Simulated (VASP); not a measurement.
Band structure of MgH$_{2}$ (rutile). Level of theory: SCAN meta-GGA, VASP's PBE PAW potentials (set 64) (plane waves; VASP).

The path is coarsely sampled, so an indirect gap can come out somewhat too large.

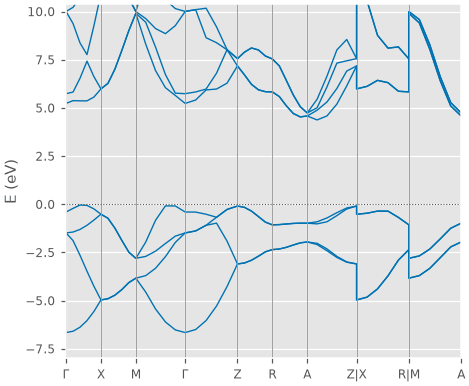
Figure: Bands along high-symmetry lines, zero at the valence-band maximum or, without a gap, the Fermi level

**Question.** Read the plot: is there a gap, and where are the band edges?

**Answer.** The gap is indirect, 4.38 eV, from the valence maximum at (0.17, 0.17, 0.00) to the conduction minimum at A-Z at 0.20.

The compound is MgH2 in the rutile structure. It was relaxed first.
